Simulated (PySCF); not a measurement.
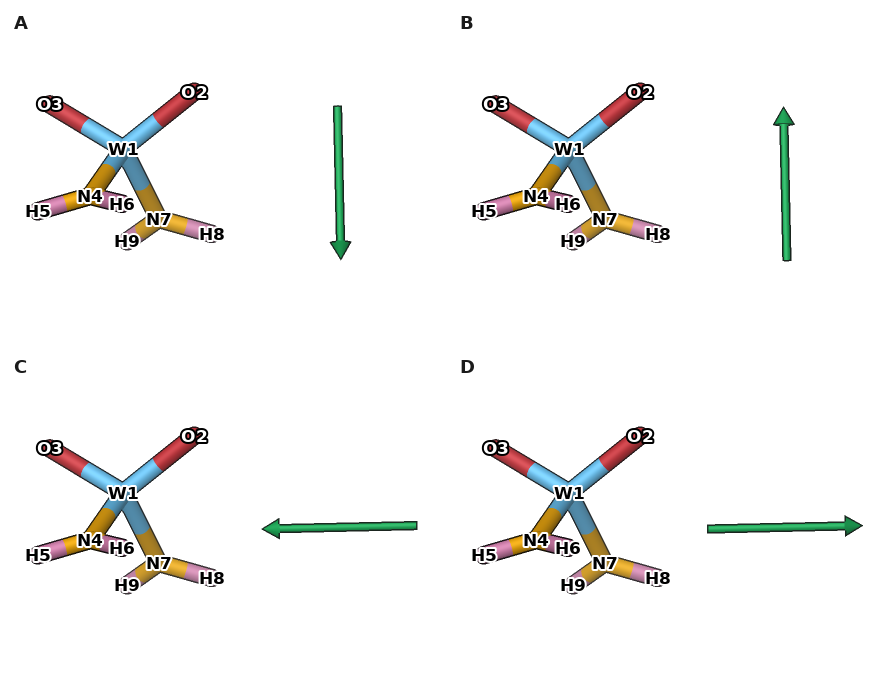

The same molecule four times, each with an arrow. Charge 0, singlet. Computed geometry: PBE0-D3(BJ)/def2-SVP optimisation. No frequency run is at hand to confirm it as a minimum. Method: CAM-B3LYP/def2-SVPD, gas phase, core potentials on W (PySCF 2.14.0).

Question: Which arrow points along the dipole moment, from the negative to the positive end?

Answer: A. The dipole moment is 4.62 D; it points from the side of O2, O3 to the side of H5, H6, H8, H9 (the outermost atoms at the two ends).
